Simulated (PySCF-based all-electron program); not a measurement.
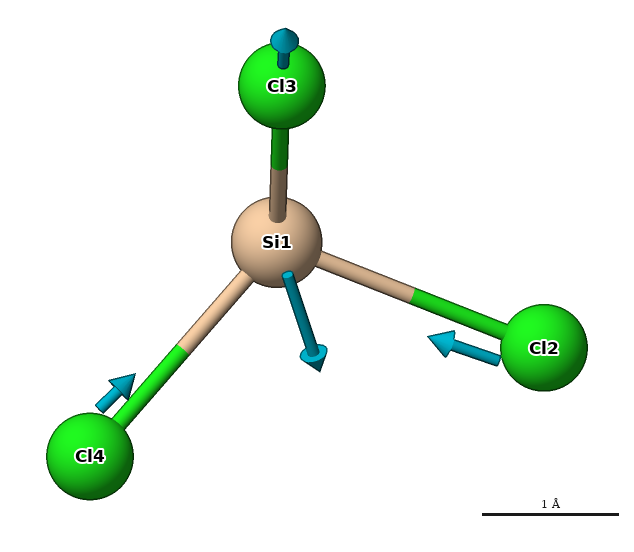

Arrows show the forces on the atoms, 0.4 Å of arrow for 1 eV/Å; forces under a tenth of the largest aren't drawn. Charge 0, doublet. Level of theory: r2SCAN, all-electron, scalar-relativistic (spin-free Dirac), large uncontracted Gaussian sets (PySCF-based all-electron program).

Q: On which atom is the force largest, and how large is it?

A: On Si1: 2.32 eV/Å.

Q: Along which bond is the force strongest?

A: Si1–Cl3, now 1.973 Å: the forces push its atoms apart, so a first step downhill lengthens it.

List the force components in the frame of the picture (x right, y up, z towards the viewer), in eV/Å.

| atom | Fx | Fy | Fz |
| --- | --- | --- | --- |
| Si1 | 0.60 | −1.81 | −1.32 |
| Cl2 | −1.33 | 0.46 | 0.32 |
| Cl3 | 0.04 | 0.68 | 1.06 |
| Cl4 | 0.68 | 0.67 | −0.06 |
